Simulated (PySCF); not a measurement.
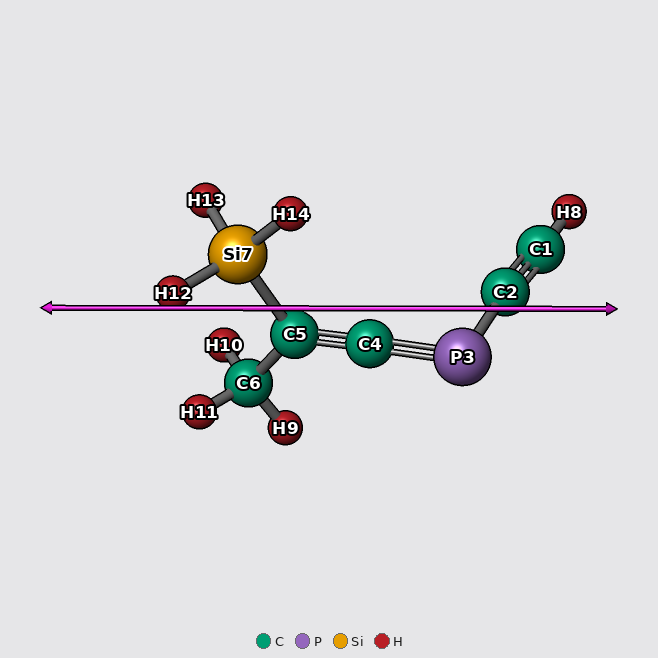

The double arrow shows the direction of the transition dipole to excited singlet state 7 (its length means nothing). Computed geometry: GFN2-xTB optimisation. No frequency run is at hand to confirm it as a minimum. Level of theory: TDDFT ωB97X-D/def2-SVPD, vertical, gas phase, core orbitals frozen in the response (PySCF 2.14.0).

Give its energy, strength and character.

Answer. 6.58 eV (188 nm), oscillator strength 0.39, of mixed character, with the largest part HOMO → LUMO+2 (weight 0.29); transition dipole 3.97 D.

The geometry is semi-empirical. Around P, Si such bond lengths and angles can be off by a tenth of an ångström or more and by several degrees, and values that hang on the shape move with them.
